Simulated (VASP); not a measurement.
# A VASP study of BP (r2SCAN): structure first, properties next, part 4 of 4

Wanted: the relaxed cell of BP and its properties. The start is a cell from a database of measured crystal structures.

VASP 6.6.1; r2SCAN; plane waves and PAW (B, P).

So far, gap on the k-mesh (eV): step 2 (full relaxation (r2SCAN)) 1.44; step 5 (total and projected DOS (r2SCAN)) 1.47; step 7 (volume scan with r2SCAN) 1.35; step 8 (volume scan with r2SCAN (run 2)) 1.38.

## Step 10: Volume scan with r2SCAN (run 4)

Input file INCAR:

```
SYSTEM = BP
PREC = Accurate
ENCUT = 420
EDIFF = 1E-06
NELM = 100
ISMEAR = 0
SIGMA = 0.05
LREAL = .FALSE.
ALGO = Normal
METAGGA = R2SCAN
LASPH = .TRUE.
NBANDS = 10
LORBIT = 11
LWAVE = .FALSE.
LCHARG = .FALSE.
KPAR = 2
ISIF = 2
```

Input file POSCAR:

```
BP
1.0
    0.0000000000      2.2664321597      2.2664321597
    2.2664321597      0.0000000000      2.2664321597
    2.2664321597      2.2664321597      0.0000000000
B P
1 1
Direct
    0.0000000000      0.0000000000      0.0000000000
    0.2500000000      0.2500000000      0.2500000000
```

Input file KPOINTS:

```
Automatic mesh
0
Gamma
7 7 7
0 0 0
```

Potentials, in the order of the species: B and P (PBE family, release 64).

On the command line:

```bash
mpirun -np 2 vasp_std
```

What it wrote:

```text
[... set-up lines as in an earlier step ...]
 entering main loop
       N       E                     dE             d eps       ncg     rms          rms(c)
[... 10 cycles as in an earlier step ...]
DAV:  11    -0.173044288361E+02   -0.44622E-06   -0.40869E-06   526   0.148E-02
   1 F= -.17304429E+02 E0= -.17304429E+02  d E =-.101615E-16
```

It took 5.8 s on 2 MPI ranks of Intel Xeon Platinum 8375C at 2.90GHz (Ice Lake), shared host; peak memory 0.24 GiB.

OUTCAR, selected parts (step 10):

```text
  Total        0.0023209      0.0023209      0.0023209     -0.0000000      0.0000000      0.0000000
  in kB        0.1597023      0.1597023      0.1597023     -0.0000000      0.0000000      0.0000000
  external PRESSURE =       0.1597023 kB  Pullay stress =       0.0000000 kB

 POSITION                                       TOTAL-FORCE (eV/Angst)
 -----------------------------------------------------------------------------------
      0.00000      0.00000      0.00000         0.000000      0.000000      0.000000
      1.13322      1.13322      1.13322        -0.000000     -0.000000     -0.000000
 -----------------------------------------------------------------------------------
    total drift:                                0.000000      0.000000      0.000000

  FREE ENERGIE OF THE ION-ELECTRON SYSTEM (eV)
  ---------------------------------------------------
  free  energy   TOTEN  =       -17.3044288361 eV

  energy  without entropy=      -17.3044288361  energy(sigma->0) =      -17.30442884

[... 2 parts as in an earlier step ...]

[... 1 further part left out ...]
[key lines of the parts left out:]
E-fermi :   7.7093
```

The pressure falls from 3.58 to 0.02 GPa.

The run ends at a pressure of 0.02 GPa.

## Step 11: Volume scan with r2SCAN (run 5)

INCAR is that of step 10.

Input file POSCAR:

```
BP
1.0
    0.0000000000      2.2814420816      2.2814420816
    2.2814420816      0.0000000000      2.2814420816
    2.2814420816      2.2814420816      0.0000000000
B P
1 1
Direct
    0.0000000000      0.0000000000      0.0000000000
    0.2500000000      0.2500000000      0.2500000000
```

KPOINTS is that of step 10.

On the command line:

```bash
mpirun -np 2 vasp_std
```

What it wrote:

```text
[... set-up lines as in an earlier step ...]
 entering main loop
       N       E                     dE             d eps       ncg     rms          rms(c)
DAV:   1     0.125935096875E+01    0.12594E+01   -0.35917E+03   408   0.629E+02
DAV:   2    -0.187097687185E+02   -0.19969E+02   -0.19073E+02   550   0.104E+02
DAV:   3    -0.191394662543E+02   -0.42970E+00   -0.42917E+00   498   0.142E+01
DAV:   4    -0.191410089401E+02   -0.15427E-02   -0.15425E-02   474   0.976E-01
[...]
DAV:   9    -0.172996682453E+02   -0.30837E-03   -0.59780E-04   474   0.198E-01    0.680E-02
DAV:  10    -0.172997389032E+02   -0.70658E-04   -0.75409E-05   462   0.717E-02    0.214E-02
DAV:  11    -0.172997395858E+02   -0.68259E-06   -0.41508E-06   526   0.156E-02
   1 F= -.17299740E+02 E0= -.17299740E+02  d E =-.537060E-20
```

Run time: 5.8 s. Hardware: 2 MPI ranks; peak memory 0.24 GiB; 10 s of CPU time.

From OUTCAR (step 11):

```text
  Total       -0.4787243     -0.4787243     -0.4787243      0.0000000      0.0000000      0.0000000
  in kB      -32.2951820    -32.2951820    -32.2951820      0.0000000      0.0000000      0.0000000
  external PRESSURE =     -32.2951820 kB  Pullay stress =       0.0000000 kB

 POSITION                                       TOTAL-FORCE (eV/Angst)
 -----------------------------------------------------------------------------------
      0.00000      0.00000      0.00000        -0.000000     -0.000000     -0.000000
      1.14072      1.14072      1.14072         0.000000      0.000000      0.000000
 -----------------------------------------------------------------------------------
    total drift:                                0.000000      0.000000      0.000000

  FREE ENERGIE OF THE ION-ELECTRON SYSTEM (eV)
  ---------------------------------------------------
  free  energy   TOTEN  =       -17.2997395858 eV

  energy  without entropy=      -17.2997395858  energy(sigma->0) =      -17.29973959

[... 1 part as in an earlier step ...]

[... 2 further parts left out ...]
[key lines of the parts left out:]
E-fermi :   7.5063
```

The pressure falls from 0.02 to -3.23 GPa.

The run ends at a pressure of -3.23 GPa.

## Step 12: Volume scan with r2SCAN (run 6)

INCAR is that of step 11.

Input file POSCAR:

```
BP
1.0
    0.0000000000      2.2962570557      2.2962570557
    2.2962570557      0.0000000000      2.2962570557
    2.2962570557      2.2962570557      0.0000000000
B P
1 1
Direct
    0.0000000000      0.0000000000      0.0000000000
    0.2500000000      0.2500000000      0.2500000000
```

KPOINTS is that of step 11.

On the command line:

```bash
mpirun -np 2 vasp_std
```

What it wrote:

```text
[... set-up lines as in an earlier step ...]
 entering main loop
       N       E                     dE             d eps       ncg     rms          rms(c)
DAV:   1    -0.515751966507E-01   -0.51575E-01   -0.37155E+03   408   0.628E+02
DAV:   2    -0.186825427678E+02   -0.18631E+02   -0.17392E+02   586   0.103E+02
DAV:   3    -0.190991743335E+02   -0.41663E+00   -0.41541E+00   488   0.138E+01
DAV:   4    -0.191010780326E+02   -0.19037E-02   -0.19033E-02   488   0.991E-01
[...]
DAV:   9    -0.172859797625E+02   -0.31109E-03   -0.56130E-04   480   0.195E-01    0.652E-02
DAV:  10    -0.172860518421E+02   -0.72080E-04   -0.74354E-05   476   0.723E-02    0.216E-02
DAV:  11    -0.172860526625E+02   -0.82045E-06   -0.38879E-06   516   0.158E-02
   1 F= -.17286053E+02 E0= -.17286053E+02  d E =-.204850E-12
```

It took 5.6 s on 2 MPI ranks; peak memory 0.24 GiB.

Parts of OUTCAR (step 12):

```text
  Total       -0.9339298     -0.9339298     -0.9339298      0.0000000      0.0000000      0.0000000
  in kB      -61.7921522    -61.7921522    -61.7921522      0.0000000      0.0000000      0.0000000
  external PRESSURE =     -61.7921522 kB  Pullay stress =       0.0000000 kB

 POSITION                                       TOTAL-FORCE (eV/Angst)
 -----------------------------------------------------------------------------------
      0.00000      0.00000      0.00000        -0.000000     -0.000000     -0.000000
      1.14813      1.14813      1.14813         0.000000      0.000000      0.000000
 -----------------------------------------------------------------------------------
    total drift:                                0.000000      0.000000      0.000000

  FREE ENERGIE OF THE ION-ELECTRON SYSTEM (eV)
  ---------------------------------------------------
  free  energy   TOTEN  =       -17.2860526625 eV

  energy  without entropy=      -17.2860526625  energy(sigma->0) =      -17.28605266

[... 1 part as in an earlier step ...]

[... 2 further parts left out ...]
[key lines of the parts left out:]
E-fermi :   7.1977
```

The pressure falls from -3.23 to -6.18 GPa.

The run ends at a pressure of -6.18 GPa.

## Step 13: Volume scan with r2SCAN (run 7)

A prediction first. A parabola through the 6 pressures of evenly scaled cells so far, P = 0.01 -170.5 t +329 t² GPa with t = ln(V/V₁) and V₁ the volume at scale 1, gives -8.81 GPa at t = +0.0583.

INCAR is that of step 12.

Input file POSCAR:

```
BP
1.0
    0.0000000000      2.3108832912      2.3108832912
    2.3108832912      0.0000000000      2.3108832912
    2.3108832912      2.3108832912      0.0000000000
B P
1 1
Direct
    0.0000000000      0.0000000000      0.0000000000
    0.2500000000      0.2500000000      0.2500000000
```

KPOINTS is that of step 12.

On the command line:

```bash
mpirun -np 2 vasp_std
```

What it wrote:

```text
[... set-up lines as in an earlier step ...]
 entering main loop
       N       E                     dE             d eps       ncg     rms          rms(c)
DAV:   1     0.453357156046E+00    0.45336E+00   -0.38766E+03   400   0.632E+02
DAV:   2    -0.186680783840E+02   -0.19121E+02   -0.18504E+02   564   0.102E+02
DAV:   3    -0.190535030655E+02   -0.38542E+00   -0.38473E+00   482   0.138E+01
DAV:   4    -0.190549700434E+02   -0.14670E-02   -0.14668E-02   510   0.967E-01
[...]
DAV:   9    -0.172641315965E+02   -0.31101E-03   -0.52773E-04   474   0.192E-01    0.623E-02
DAV:  10    -0.172642027187E+02   -0.71122E-04   -0.73992E-05   476   0.720E-02    0.215E-02
DAV:  11    -0.172642036683E+02   -0.94956E-06   -0.38684E-06   518   0.163E-02
   1 F= -.17264204E+02 E0= -.17264204E+02  d E =-.188841E-14
```

Wall time 6 s (2 MPI ranks); peak memory 0.24 GiB.

Parts of OUTCAR (step 13):

```text
  Total       -1.3649683     -1.3649683     -1.3649683      0.0000000      0.0000000     -0.0000000
  in kB      -88.6072227    -88.6072227    -88.6072227      0.0000000      0.0000000     -0.0000000
  external PRESSURE =     -88.6072227 kB  Pullay stress =       0.0000000 kB

 POSITION                                       TOTAL-FORCE (eV/Angst)
 -----------------------------------------------------------------------------------
      0.00000      0.00000      0.00000        -0.000000      0.000000      0.000000
      1.15544      1.15544      1.15544         0.000000     -0.000000     -0.000000
 -----------------------------------------------------------------------------------
    total drift:                                0.000000      0.000000      0.000000

  FREE ENERGIE OF THE ION-ELECTRON SYSTEM (eV)
  ---------------------------------------------------
  free  energy   TOTEN  =       -17.2642036683 eV

  energy  without entropy=      -17.2642036683  energy(sigma->0) =      -17.26420367

[... 1 part as in an earlier step ...]

[... 2 further parts left out ...]
[key lines of the parts left out:]
E-fermi :   7.0016
```

The pressure falls from -6.18 to -8.86 GPa. The parabola predicted -8.81 GPa, +0.05 GPa off.

## Step 14: Comparing the runs

Times are for 2 MPI ranks of Intel Xeon Platinum 8375C at 2.90GHz (Ice Lake), shared host. Results by setting:

```
no.  volume scale  energy above the lowest point (meV/atom)  pressure (GPa)  gap on the k-mesh (eV)   time  memory (GiB)
  1          0.94                                     24.71           11.83                   1.345  5.6 s          0.24
  2          0.96                                     10.67           7.511                   1.378  5.6 s          0.24
  3          0.98                                      2.61           3.585                   1.411  5.6 s          0.24
  4             1                                         0         0.01597                   1.441  5.8 s          0.24
  5          1.02                                      2.34          -3.230                   1.471  5.8 s          0.24
  6          1.04                                      9.19          -6.179                   1.499  5.6 s          0.24
  7          1.06                                     20.11          -8.861                   1.526    6 s          0.24
```

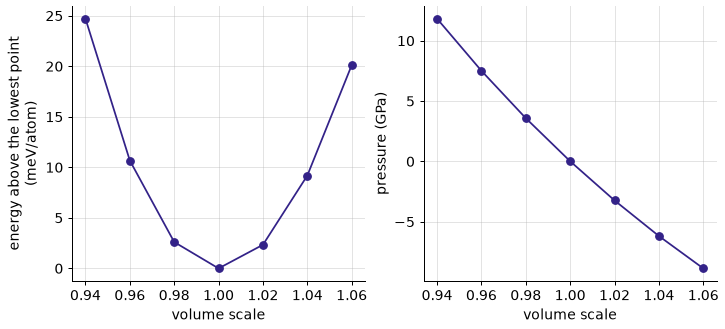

The series as plots.

## Step 15: Fit for r2SCAN

This step: Birch-Murnaghan fit, r2SCAN; plane waves and PAW (VASP 6.6.1).

Derived from the runs above.

This step gave:

* pressure derivative of the bulk modulus: 3.758
* r.m.s. error of the fit: 5.24e-6 eV/atom
* minimum inside the sampled range: yes
* bulk modulus: 170.0 GPa
* equilibrium volume of the fit: 11.64 Å³/atom

Table of energy above the fitted minimum by volume:

```
volume (Å³/atom)  energy above the fitted minimum (eV/atom)
          10.944                                     0.0247
          11.176                                     0.0107
          11.409                                    0.00260
          11.642                                    -3.8e-6
          11.875                                    0.00234
          12.108                                    0.00918
          12.341                                     0.0201
```

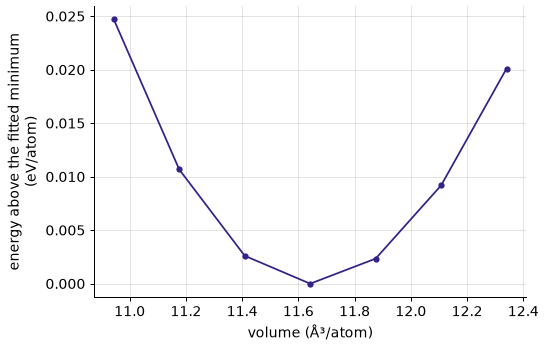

Energy above the fitted minimum, plotted against volume.

The fitted volume lies +0.02 % from the relaxed one.

## Step 16: Results

* relaxed volume: 11.64 Å³/atom
* relaxed conventional cell a, b, c: 4.533, 4.533, 4.533 Å
* space group after relaxing, within 0.02 Å: F-43m (No. 216)
* band gap: 1.44 eV, indirect (least direct gap of that run 3.64 eV)
* gap on the dense mesh: 1.47 eV
* highest zone-centre mode: 820 cm⁻¹
* bulk modulus from the fit: 170 GPa
* volume from the fit: 11.6 Å³/atom

What this shows: With r2SCAN, BP relaxes to 11.64 Å³/atom in space group F-43m (held by the symmetry of the run), has an indirect gap of 1.44 eV and has a bulk modulus of 170 GPa. Against the listed cell the volume lies -0.3 %. Bands along the symmetry lines (r2SCAN): On this path the gap is indirect, 1.44 eV, with the valence top at Γ and the conduction bottom between Γ and X. The least direct gap is 3.64 eV. Zone-centre phonons (r2SCAN): The highest mode at Γ, 820.5 cm⁻¹, is mostly motion of B (74 % of the kinetic energy). Semilocal functionals usually underestimate gaps. Modes at Γ alone can't show that the crystal is stable at other wave vectors, and the LO-TO splitting is not included. No search among competing phases was made, and a listed structure need not be the one stable at ambient conditions. All values are for a static lattice at zero temperature.

[Lines on the potential files, build, host, timing and source positions are cut from VASP's logs without a mark.]

[Logs are printed without paths, hosts, clocks, repeated set-up lines and the standing remarks that a program may print on its own settings, such as how far it seeks lower states.]

[Hosts, paths, dates, database ids (printed as entryN), source tags and the programs' standing remarks are cut or masked in the printed files.]

[Measured values are set beside computed ones only where the two were judged alike; some that the calculation misses by far are left out.]
